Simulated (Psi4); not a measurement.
**GeH2 (SMILES [H][Ge][H]): PBE/def2-TZVPD (sweep point 7)**

Aim: the vertical ionisation energy of GeH2 at PBE/def2-TZVPD (sweep point 7), from 2 runs. 

The calculation is run with Psi4 1.11.

4 further runs of the same task are left out: 4 set aside as unsound or not needed.

## (1) Starting point

GeH2 has 3 atoms, charge 0, and is taken as a singlet. SMILES: `[H][Ge][H]`. Geometry: a GFN2-xTB relaxation, a rough one for these elements and not checked as a minimum.

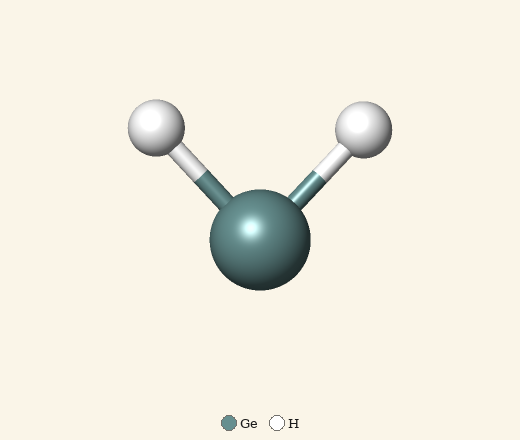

The structure, seen from a chosen angle (germanium teal, hydrogen white).

## (2) The energy at PBE/def2-TZVPD (sweep point 7)

Contents of calc.py:

```python
import psi4

psi4.set_memory('1600 MB')
psi4.set_num_threads(1)
psi4.core.set_output_file('output.dat', False)

m = psi4.geometry("""
0 1
Ge     0.004590    -0.009050    -0.781020
H      1.098840    -0.017820     0.398440
H     -1.103430     0.026870     0.382580
symmetry c1
""")

psi4.set_options({
    'basis': 'def2-TZVPD',
    'puream': True,
    'scf_type': 'pk',
    'dft_radial_points': 150,
    'dft_spherical_points': 974,
})

e_tot, wfn = psi4.energy("pbe", molecule=m, return_wfn=True)
print(f'pbe energy: {e_tot:.10f} Eh')
```

Run with:

```bash
$ python calc.py
```

output.dat (excerpt; [...] marks lines left out):

```text
[...]
  Running in c1 symmetry.
[...]
  Nuclear repulsion =   21.301569509305626
[...]
  Multiplicity = 1
[...]
  Nalpha       = 17
  Nbeta        = 17
[...]
    Number of basis functions: 72
[...]
   @RKS iter   1: -2076.17916101590254   -1.57175e+00   4.40389e-02 DIIS/ADIIS
[...]
   @RKS iter   9: -2077.82216335387284   -4.74893e-09   6.21525e-08 DIIS
[...]
    Orbital Energies [Eh]
    ---------------------
    Doubly Occupied:
       1A   -397.070173     2A    -49.176076     3A    -43.792695
       4A    -43.788227     5A    -43.787286     6A     -5.976923
       7A     -4.202101     8A     -4.188359     9A     -4.185391
      10A     -1.104599    11A     -1.101271    12A     -1.098958
      13A     -1.090312    14A     -1.088356    15A     -0.470999
      16A     -0.271239    17A     -0.221520
[...]
  @RKS Final Energy: -2077.82216335387284
   => Energetics <=
    Nuclear Repulsion Energy =             21.3015695093056259
    One-Electron Energy =               -2937.5259327160047178
    Two-Electron Energy =                 917.7659040214050492
    DFT Exchange-Correlation Energy =     -79.3637041685783942
    Empirical Dispersion Energy =           0.0000000000000000
    VV10 Nonlocal Energy =                  0.0000000000000000
    Total Energy =                      -2077.8221633538728383
[...]
 Multipole Moments:
 ------------------------------------------------------------------------------------
     Multipole            Electronic (a.u.)      Nuclear  (a.u.)        Total (a.u.)
 ------------------------------------------------------------------------------------
 L = 1.  Multiply by 2.5417464519 to convert [e a0] to [Debye]
 Dipole X            :         -0.0143738            0.0148500            0.0004763
 Dipole Y            :         -2.5620102            2.4299087           -0.1321014
 Dipole Z            :          0.0000000           -0.0000000            0.0000000
 Magnitude           :                                                    0.1321023
[...]
```

On the terminal:

```text
pbe energy: -2077.8221633539 Eh
```

It took 16 s on 1 thread of AMD EPYC 7R43 (Zen 3), shared host; peak memory 1.1 GiB.

## (3) The doublet cation, same level

Contents of job.py:

```python
import psi4

psi4.set_memory('1600 MB')
psi4.set_num_threads(1)
psi4.set_output_file('run.log', False)

molecule = psi4.geometry("""
1 2
Ge     0.004590    -0.009050    -0.781020
H      1.098840    -0.017820     0.398440
H     -1.103430     0.026870     0.382580
units angstrom
symmetry c1
""")

psi4.set_options({
    'basis': 'def2-TZVPD',
    'reference': 'uks',
    'puream': True,
    'scf_type': 'pk',
    'dft_radial_points': 150,
    'dft_spherical_points': 974,
    'maxiter': 150,
})

energy_value, wavefunction = psi4.energy('PBE', return_wfn=True)
print('E =', round(energy_value, 9))
for k, v in sorted(psi4.core.scalar_variables().items()):
    print(f'{k:45s} {v:18.10f}')
```

Run with:

```bash
$ python job.py
```

run.log (excerpt; [...] marks lines left out):

```text
[...]
  Running in c1 symmetry.
[...]
  Nuclear repulsion =   21.301569509305626
[...]
  Multiplicity = 2
[...]
  Nalpha       = 17
  Nbeta        = 16
[...]
    Number of basis functions: 72
[...]
   @UKS iter   1: -2076.06906417040818   -1.46165e+00   4.23423e-02 DIIS/ADIIS
[...]
   @UKS iter  10: -2077.47156247502744   -3.23207e-08   1.14561e-07 DIIS
[...]
   @S^2 Observed:                7.526978042E-01
[...]
    Orbital Energies [Eh]
    ---------------------
    Alpha Occupied:
       1A   -397.401479     2A    -49.504386     3A    -44.121183
       4A    -44.117677     5A    -44.115721     6A     -6.305558
       7A     -4.530092     8A     -4.518494     9A     -4.513459
      10A     -1.432731    11A     -1.430425    12A     -1.426011
      13A     -1.419762    14A     -1.417413    15A     -0.772744
      16A     -0.556983    17A     -0.533550
    Alpha Virtual:
      18A     -0.418521    19A     -0.264355    20A     -0.219372
      21A     -0.146433    22A     -0.135714    23A     -0.128693
      24A     -0.119635    25A     -0.076882    26A     -0.076311
[...]
  @UKS Final Energy: -2077.47156247502744
   => Energetics <=
    Nuclear Repulsion Energy =             21.3015695093056259
    One-Electron Energy =               -2926.6057261479672889
    Two-Electron Energy =                 906.9328512718540196
    DFT Exchange-Correlation Energy =     -79.1002571082195232
    Empirical Dispersion Energy =           0.0000000000000000
    VV10 Nonlocal Energy =                  0.0000000000000000
    Total Energy =                      -2077.4715624750274401
[...]
 Multipole Moments:
 ------------------------------------------------------------------------------------
     Multipole            Electronic (a.u.)      Nuclear  (a.u.)        Total (a.u.)
 ------------------------------------------------------------------------------------
 L = 1.  Multiply by 2.5417464519 to convert [e a0] to [Debye]
 Dipole X            :         -0.0142459            0.0148500            0.0006042
 Dipole Y            :         -2.3469806            2.4299087            0.0829281
 Dipole Z            :          0.0000000           -0.0000000            0.0000000
 Magnitude           :                                                    0.0829303
[...]
```

Standard output:

```text
E = -2077.471562475
CURRENT ENERGY                                  -2077.4715624750
CURRENT REFERENCE ENERGY                        -2077.4715624750
DD SOLVATION ENERGY                                 0.0000000000
DFT FUNCTIONAL TOTAL ENERGY                     -2077.4715624750
DFT TOTAL ENERGY                                -2077.4715624750
DFT VV10 ENERGY                                     0.0000000000
DFT XC ENERGY                                     -79.1002571082
GRID ELECTRONS ALPHA                               16.9999999988
GRID ELECTRONS BETA                                15.9999999986
GRID ELECTRONS TOTAL                               32.9999999973
NUCLEAR REPULSION ENERGY                           21.3015695093
ONE-ELECTRON ENERGY                             -2926.6057261480
PCM POLARIZATION ENERGY                             0.0000000000
PE ENERGY                                           0.0000000000
SCF ITERATION ENERGY                            -2077.4715624750
SCF ITERATIONS                                     10.0000000000
SCF TOTAL ENERGY                                -2077.4715624750
TWO-ELECTRON ENERGY                               906.9328512719
XC GRID RADIAL POINTS                             150.0000000000
XC GRID SPHERICAL POINTS                          974.0000000000
XC GRID TOTAL POINTS                           421560.0000000000
```

Wall time 22 s (1 thread of AMD EPYC 7R43 (Zen 3), shared host); peak memory 1.1 GiB.

## (4) Outcome

At PBE/def2-TZVPD (sweep point 7):

| quantity | value |
| --- | --- |
| singlet GeH2: total energy | -2077.82216 Eh |
| singlet GeH2: dipole moment | 0.34 D |
| singlet GeH2: HOMO energy | -6.03 eV |
| singlet GeH2: LUMO energy | -3.95 eV |
| singlet GeH2: HOMO–LUMO gap | 2.07 eV |
| doublet cation: total energy | -2077.47156 Eh |
| doublet cation: HOMO energy (highest over α and β) | -14.52 eV |
| doublet cation: LUMO energy (lowest over α and β) | -13.08 eV |
| doublet cation: ⟨S²⟩ | 0.753 |
| vertical ionisation energy (to the doublet cation) | 9.540 eV |

What this shows: The vertical ionisation energy comes to 9.54 eV (921 kJ/mol). The negative HOMO energy of the first species, 6.03 eV, lies 3.51 eV below that difference.
